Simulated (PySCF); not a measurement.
# SH₅⁺: a ladder of methods

How much do the numbers for SH₅⁺ (singlet) hang on the method? All levels run at one geometry, the PBE0 minimum.

The runs use PySCF 2.14.0; several methods, basis S def2-TZVP, H def2-TZVP, no relativity, density fitting.

## Step 1: The system as given

6 atoms, charge 1, spin multiplicity 1.

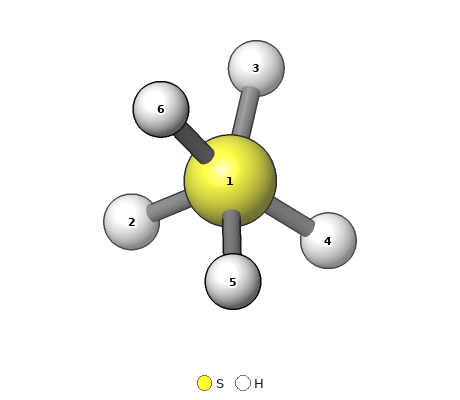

The starting geometry (sulfur yellow, hydrogen white); atoms are numbered from 1 in the order of the file.

Coordinates in bohr (charge 1 multiplicity 1):
```
S     0.0000    0.0000   -0.0290
H     0.0000    0.0000    2.5259
H     2.6258    0.0000   -0.4012
H     0.0000    2.6258   -0.4012
H    -2.6258    0.0000   -0.4012
H     0.0000   -2.6258   -0.4012
```

## Step 2: PBE0

The steps are one call of a driver around PySCF; scf.py gives each level's set-up. Each SCF starts from the density of the minimum. The driver also runs the species with one electron less or more at the same geometry (one less: multiplicity 2, one more: multiplicity 2); their logs are not shown.

Contents of scf.py:

```python
from pyscf import gto, scf, dft
mol = gto.M(atom='''
S      0.000000     0.000000    -0.015361
H     -0.000000    -0.000000     1.336634
H      1.389494     0.000000    -0.212330
H     -0.000000     1.389494    -0.212330
H     -1.389494    -0.000000    -0.212330
H      0.000000    -1.389494    -0.212330''',
    basis={'S': 'def2-TZVP', 'H': 'def2-TZVP'},
    charge=1, spin=0)
mf = dft.RKS(mol, xc='PBE0')
mf.grids.atom_grid = (99, 590)
aux = {'S': 'def2-universal-JKFIT', 'H': 'def2-universal-JKFIT'}
mf = mf.density_fit(auxbasis=aux)
mf.kernel()
```

Log:

```text
init E= -400.597756576919
  HOMO = -0.513804683936094  LUMO = -0.310595435608242  gap/eV = 5.52961
cycle= 1 E= -400.59775657706  delta_E= -1.41e-10  |g|= 3.3e-06  |ddm|= 6.24e-05
  HOMO = -0.51380436909615  LUMO = -0.31059500439466  gap/eV = 5.52961
Extra cycle  E= -400.597756577061  delta_E= -1.19e-12  |g|= 2.43e-06  |ddm|= 5.06e-06
converged SCF energy = -400.597756577061
```

This level, with the species of one electron less or more, ran for 2.5 s (4 threads, shared host).

| Property | Result |
| --- | --- |
| energy | -400.597757 Eh |
| one electron less (charge +2) | -399.982685 Eh (doublet, ⟨S²⟩ 0.76) |
| one electron more (charge +0) | -400.821922 Eh (doublet, ⟨S²⟩ 0.75) |
| Mulliken charge of S1 | -0.06 e |

## Step 3: HF

Changes to scf.py since step 2:

```diff
@@ -11,2 +11 @@
-mf = dft.RKS(mol, xc='PBE0')
-mf.grids.atom_grid = (99, 590)
+mf = scf.RHF(mol)
```

Log, shortened:

```text
[... the frontier levels of the middle cycles are left out ...]
init E= -399.972026990194
  HOMO = -0.607710093345524  LUMO = -0.167831031082827  gap/eV = 11.96972
cycle= 1 E= -399.982664150393  delta_E= -0.0106  |g|= 0.0464  |ddm|= 0.144
  HOMO = -0.617701331424765  LUMO = -0.174296867011822  gap/eV = 12.06565
cycle= 2 E= -399.983293592511  delta_E= -0.000629  |g|= 0.0128  |ddm|= 0.0391
  HOMO = -0.615693287887233  LUMO = -0.170814404899847  gap/eV = 12.10577
cycle= 3 E= -399.983374866187  delta_E= -8.13e-05  |g|= 0.00544  |ddm|= 0.0132
cycle= 4 E= -399.983386999161  delta_E= -1.21e-05  |g|= 0.00102  |ddm|= 0.00536
cycle= 5 E= -399.983387856588  delta_E= -8.57e-07  |g|= 0.00015  |ddm|= 0.00155
cycle= 6 E= -399.983387872851  delta_E= -1.63e-08  |g|= 3.19e-05  |ddm|= 0.000222
cycle= 7 E= -399.983387873369  delta_E= -5.19e-10  |g|= 2.15e-06  |ddm|= 5.31e-05
  HOMO = -0.616605222385211  LUMO = -0.17117350169125  gap/eV = 12.12081
Extra cycle  E= -399.983387873374  delta_E= -4.77e-12  |g|= 6.12e-07  |ddm|= 4.81e-06
converged SCF energy = -399.983387873374
```

This level, with the species of one electron less or more, took under 0.5 s.

* energy: -399.983388 Eh
* one electron less (charge +2): -399.396396 Eh (doublet, ⟨S²⟩ 0.79)
* one electron more (charge +0): -400.181947 Eh (doublet, ⟨S²⟩ 0.76)
* Mulliken charge of S1: +0.08 e

## Step 4: PBE

Changes to scf.py since step 3:

```diff
@@ -11 +11,2 @@
-mf = scf.RHF(mol)
+mf = dft.RKS(mol, xc='PBE')
+mf.grids.atom_grid = (99, 590)
```

Log:

```text
init E= -400.561889605113
  HOMO = -0.471194534002763  LUMO = -0.349304934990524  gap/eV = 3.31678
cycle= 1 E= -400.563304992121  delta_E= -0.00142  |g|= 0.00993  |ddm|= 0.0759
  HOMO = -0.471973245488932  LUMO = -0.348444023962116  gap/eV = 3.36140
cycle= 2 E= -400.56329609627  delta_E= 8.9e-06  |g|= 0.0112  |ddm|= 0.0152
  HOMO = -0.472496718806983  LUMO = -0.349541551970024  gap/eV = 3.34578
cycle= 3 E= -400.563328748177  delta_E= -3.27e-05  |g|= 0.00132  |ddm|= 0.00894
  HOMO = -0.472245457599211  LUMO = -0.349373799682571  gap/eV = 3.34351
cycle= 4 E= -400.563329081134  delta_E= -3.33e-07  |g|= 0.000168  |ddm|= 0.00116
  HOMO = -0.47225321132316  LUMO = -0.349367783176646  gap/eV = 3.34388
cycle= 5 E= -400.563329087389  delta_E= -6.25e-09  |g|= 5.28e-05  |ddm|= 0.000126
  HOMO = -0.472254331635106  LUMO = -0.349366832037006  gap/eV = 3.34394
cycle= 6 E= -400.56332908815  delta_E= -7.6e-10  |g|= 7.58e-06  |ddm|= 4.41e-05
  HOMO = -0.472254209983081  LUMO = -0.349367148579251  gap/eV = 3.34393
Extra cycle  E= -400.563329088152  delta_E= -2.05e-12  |g|= 7.71e-06  |ddm|= 1.31e-05
converged SCF energy = -400.563329088152
```

This level, with the species of one electron less or more, took 4.9 s.

```
energy                        : -400.563329 Eh
one electron less (charge +2) : -399.949252 Eh (doublet, ⟨S²⟩ 0.76)
one electron more (charge +0) : -400.788226 Eh (doublet, ⟨S²⟩ 0.75)
Mulliken charge of S1         : -0.06 e
```

## Step 5: r2SCAN

Changes to scf.py since step 4:

```diff
@@ -11 +11 @@
-mf = dft.RKS(mol, xc='PBE')
+mf = dft.RKS(mol, xc='R2SCAN')
```

Log, shortened:

```text
[... the frontier levels of the middle cycles are left out ...]
init E= -400.709510047438
  HOMO = -0.479739149340158  LUMO = -0.341304101219055  gap/eV = 3.76701
cycle= 1 E= -400.710073338142  delta_E= -0.000563  |g|= 0.0099  |ddm|= 0.0782
  HOMO = -0.480167524346655  LUMO = -0.342591878857554  gap/eV = 3.74362
cycle= 2 E= -400.710073707303  delta_E= -3.69e-07  |g|= 0.00949  |ddm|= 0.0161
  HOMO = -0.479337642566492  LUMO = -0.34143280904334  gap/eV = 3.75258
cycle= 3 E= -400.710097196799  delta_E= -2.35e-05  |g|= 0.00153  |ddm|= 0.00848
cycle= 4 E= -400.710097426388  delta_E= -2.3e-07  |g|= 0.000265  |ddm|= 0.000845
cycle= 5 E= -400.710097447391  delta_E= -2.1e-08  |g|= 6.25e-05  |ddm|= 0.000203
cycle= 6 E= -400.710097448608  delta_E= -1.22e-09  |g|= 1.76e-06  |ddm|= 5.69e-05
cycle= 7 E= -400.710097448612  delta_E= -4.21e-12  |g|= 2.45e-07  |ddm|= 2.77e-06
  HOMO = -0.479386756758217  LUMO = -0.341499194716498  gap/eV = 3.75211
Extra cycle  E= -400.710097448611  delta_E= 9.66e-13  |g|= 1.61e-07  |ddm|= 4.47e-07
converged SCF energy = -400.710097448611
```

This level, with the species of one electron less or more, took 9.5 s.

- energy: -400.710097 Eh
- one electron less (charge +2): -400.098323 Eh (doublet, ⟨S²⟩ 0.76)
- one electron more (charge +0): -400.936973 Eh (doublet, ⟨S²⟩ 0.75)
- Mulliken charge of S1: +0.03 e

## Step 6: B3LYP

Changes to scf.py since step 5:

```diff
@@ -11 +11 @@
-mf = dft.RKS(mol, xc='R2SCAN')
+mf = dft.RKS(mol, xc='B3LYP')
```

Log:

```text
init E= -400.764724266729
  HOMO = -0.508880892183047  LUMO = -0.320434032265428  gap/eV = 5.12790
cycle= 1 E= -400.765686953421  delta_E= -0.000963  |g|= 0.00774  |ddm|= 0.0956
  HOMO = -0.511098233872787  LUMO = -0.323119071619715  gap/eV = 5.11517
cycle= 2 E= -400.765688539128  delta_E= -1.59e-06  |g|= 0.00726  |ddm|= 0.0128
  HOMO = -0.510354663118672  LUMO = -0.322171085836072  gap/eV = 5.12074
cycle= 3 E= -400.765702057676  delta_E= -1.35e-05  |g|= 0.000976  |ddm|= 0.00637
  HOMO = -0.510375897166011  LUMO = -0.322219880875444  gap/eV = 5.11999
cycle= 4 E= -400.765702119728  delta_E= -6.21e-08  |g|= 6.78e-05  |ddm|= 0.000312
  HOMO = -0.510387444069071  LUMO = -0.322229216980482  gap/eV = 5.12005
cycle= 5 E= -400.765702120654  delta_E= -9.26e-10  |g|= 3.23e-05  |ddm|= 7.03e-05
  HOMO = -0.510388110577672  LUMO = -0.322231010638646  gap/eV = 5.12002
cycle= 6 E= -400.765702120965  delta_E= -3.12e-10  |g|= 5.46e-07  |ddm|= 1.91e-05
  HOMO = -0.510388059900183  LUMO = -0.322230956649101  gap/eV = 5.12002
Extra cycle  E= -400.765702120966  delta_E= -1.71e-13  |g|= 3.88e-07  |ddm|= 7.77e-07
converged SCF energy = -400.765702120966
```

This level, with the species of one electron less or more, ran for 4.8 s (4 threads, shared host).

| Item | Value |
| --- | --- |
| energy | -400.765702 Eh |
| one electron less (charge +2) | -400.146167 Eh (doublet, ⟨S²⟩ 0.76) |
| one electron more (charge +0) | -400.992941 Eh (doublet, ⟨S²⟩ 0.75) |
| Mulliken charge of S1 | +0.02 e |

## Step 7: TPSSh

Changes to scf.py since step 6:

```diff
@@ -11 +11 @@
-mf = dft.RKS(mol, xc='B3LYP')
+mf = dft.RKS(mol, xc='TPSSH')
```

Log:

```text
init E= -400.769745738836
  HOMO = -0.497254444343657  LUMO = -0.329981732078011  gap/eV = 4.55172
cycle= 1 E= -400.770240736698  delta_E= -0.000495  |g|= 0.0152  |ddm|= 0.0626
  HOMO = -0.497368339172905  LUMO = -0.331435485269829  gap/eV = 4.51526
cycle= 2 E= -400.770237062735  delta_E= 3.67e-06  |g|= 0.0158  |ddm|= 0.0232
  HOMO = -0.496129335967975  LUMO = -0.329677951281049  gap/eV = 4.52937
cycle= 3 E= -400.770290250048  delta_E= -5.32e-05  |g|= 0.000433  |ddm|= 0.0118
  HOMO = -0.49622635293813  LUMO = -0.329773410142689  gap/eV = 4.52942
cycle= 4 E= -400.770290289676  delta_E= -3.96e-08  |g|= 0.000222  |ddm|= 0.000438
  HOMO = -0.496233689989538  LUMO = -0.329771442490305  gap/eV = 4.52967
cycle= 5 E= -400.770290304539  delta_E= -1.49e-08  |g|= 1.43e-05  |ddm|= 0.000139
  HOMO = -0.496231983136685  LUMO = -0.329771339203724  gap/eV = 4.52962
cycle= 6 E= -400.770290304593  delta_E= -5.39e-11  |g|= 9.78e-07  |ddm|= 1.09e-05
  HOMO = -0.496231807554192  LUMO = -0.329771004378006  gap/eV = 4.52963
Extra cycle  E= -400.770290304593  delta_E= -1.14e-13  |g|= 7.12e-07  |ddm|= 1.57e-06
converged SCF energy = -400.770290304593
```

This level, with the species of one electron less or more, took 9.6 s.

* energy: -400.770290 Eh
* one electron less (charge +2): -400.154370 Eh (doublet, ⟨S²⟩ 0.76)
* one electron more (charge +0): -400.995451 Eh (doublet, ⟨S²⟩ 0.75)
* Mulliken charge of S1: -0.01 e

## Step 8: LDA

Changes to scf.py since step 7:

```diff
@@ -11 +11 @@
-mf = dft.RKS(mol, xc='TPSSH')
+mf = dft.RKS(mol, xc='LDA,VWN')
```

Log, shortened:

```text
[... the frontier levels of the middle cycles are left out ...]
init E= -399.315306593909
  HOMO = -0.463018386467507  LUMO = -0.349855184591881  gap/eV = 3.07933
cycle= 1 E= -399.31940467739  delta_E= -0.0041  |g|= 0.0461  |ddm|= 0.146
  HOMO = -0.464914293779643  LUMO = -0.345768046690988  gap/eV = 3.24213
cycle= 2 E= -399.319100422133  delta_E= 0.000304  |g|= 0.0566  |ddm|= 0.0782
  HOMO = -0.468162355516782  LUMO = -0.351231965132374  gap/eV = 3.18184
cycle= 3 E= -399.319940442621  delta_E= -0.00084  |g|= 0.00684  |ddm|= 0.0467
cycle= 4 E= -399.319944228403  delta_E= -3.79e-06  |g|= 0.000314  |ddm|= 0.00314
cycle= 5 E= -399.319944255035  delta_E= -2.66e-08  |g|= 0.00013  |ddm|= 0.000366
cycle= 6 E= -399.319944260463  delta_E= -5.43e-09  |g|= 7e-06  |ddm|= 8.55e-05
cycle= 7 E= -399.319944260476  delta_E= -1.25e-11  |g|= 7.49e-07  |ddm|= 6.03e-06
  HOMO = -0.46734438023735  LUMO = -0.350603461095165  gap/eV = 3.17668
Extra cycle  E= -399.319944260478  delta_E= -1.82e-12  |g|= 5.96e-07  |ddm|= 1.43e-06
converged SCF energy = -399.319944260478
```

This level, with the species of one electron less or more, took 3.2 s.

- energy: -399.319944 Eh
- one electron less (charge +2): -398.709204 Eh (doublet, ⟨S²⟩ 0.75)
- one electron more (charge +0): -399.544416 Eh (doublet, ⟨S²⟩ 0.75)
- Mulliken charge of S1: -0.16 e

## Step 9: BP86

Changes to scf.py since step 8:

```diff
@@ -11 +11 @@
-mf = dft.RKS(mol, xc='LDA,VWN')
+mf = dft.RKS(mol, xc='B88,P86')
```

Log:

```text
init E= -400.792616123408
  HOMO = -0.475980649710873  LUMO = -0.352608439628991  gap/eV = 3.35713
cycle= 1 E= -400.794191725193  delta_E= -0.00158  |g|= 0.0103  |ddm|= 0.0872
  HOMO = -0.476102351371352  LUMO = -0.351322785797166  gap/eV = 3.39542
cycle= 2 E= -400.794181272428  delta_E= 1.05e-05  |g|= 0.0118  |ddm|= 0.0155
  HOMO = -0.476681220781202  LUMO = -0.352460076023895  gap/eV = 3.38023
cycle= 3 E= -400.794212915131  delta_E= -3.16e-05  |g|= 0.00099  |ddm|= 0.00896
  HOMO = -0.476466524445982  LUMO = -0.352310637720276  gap/eV = 3.37845
cycle= 4 E= -400.794213187648  delta_E= -2.73e-07  |g|= 0.000153  |ddm|= 0.00108
  HOMO = -0.476486275647382  LUMO = -0.352317773817543  gap/eV = 3.37880
cycle= 5 E= -400.794213202743  delta_E= -1.51e-08  |g|= 3.32e-05  |ddm|= 0.000149
  HOMO = -0.476487586315653  LUMO = -0.352319275789306  gap/eV = 3.37879
cycle= 6 E= -400.794213203032  delta_E= -2.89e-10  |g|= 5.62e-06  |ddm|= 2.35e-05
  HOMO = -0.476487773499073  LUMO = -0.35231933586509  gap/eV = 3.37880
Extra cycle  E= -400.794213203028  delta_E= 3.98e-12  |g|= 6.2e-06  |ddm|= 8.67e-06
converged SCF energy = -400.794213203028
```

This level, with the species of one electron less or more, took 4.7 s.

* energy: -400.794213 Eh
* one electron less (charge +2): -400.175360 Eh (doublet, ⟨S²⟩ 0.76)
* one electron more (charge +0): -401.022977 Eh (doublet, ⟨S²⟩ 0.75)
* Mulliken charge of S1: -0.03 e

The dipole of an ion depends on the origin, here the centre of mass.

## Step 10: Comparison of the levels

| level | vertical ionisation energy (eV) | vertical electron affinity (eV) | −ε(HOMO) (eV) | gap (eV) | dipole (D) | wall time |
| --- | --- | --- | --- | --- | --- | --- |
| PBE0 | 16.74 | 6.10 | 13.98 | 5.53 | 0.70 | 2.5 s |
| HF | 15.97 | 5.40 | 16.78 | 12.12 | 0.61 | under 0.5 s |
| PBE | 16.71 | 6.12 | 12.85 | 3.34 | 0.71 | 4.9 s |
| r2SCAN | 16.65 | 6.17 | 13.04 | 3.75 | 0.71 | 9.5 s |
| B3LYP | 16.86 | 6.18 | 13.89 | 5.12 | 0.68 | 4.8 s |
| TPSSh | 16.76 | 6.13 | 13.50 | 4.53 | 0.68 | 9.6 s |
| LDA | 16.62 | 6.11 | 12.72 | 3.18 | 0.75 | 3.2 s |
| BP86 | 16.84 | 6.22 | 12.97 | 3.38 | 0.70 | 4.7 s |

Times are for 4 threads, shared host; PBE0 starts from its own converged density, so its time is not comparable. A dash stands where a species or a free atom was not run at that level, or the quantity is not defined.

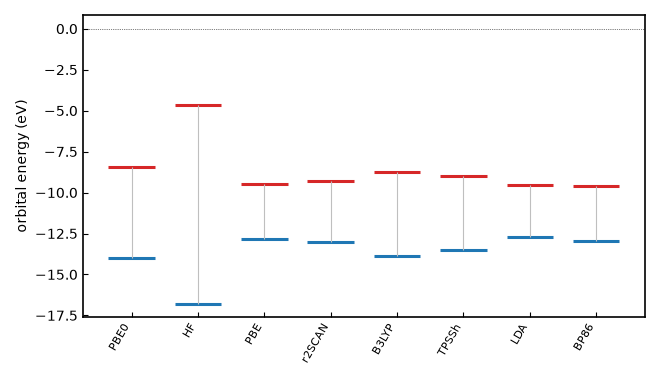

Highest occupied (blue) and lowest empty (red) levels by method.

## Step 11: What came out

| quantity | value |
| --- | --- |
| vertical ionisation energy, range | 15.97 (HF) to 16.86 (B3LYP) eV |
| vertical electron affinity, range | 5.40 (HF) to 6.22 (BP86) eV |
| orbital gap, range | 3.18 (LDA) to 12.12 (HF) eV |

In words: The vertical ionisation energy spreads over 0.89 eV, from HF to B3LYP; without a CCSD(T) value for it there is no yardstick here.
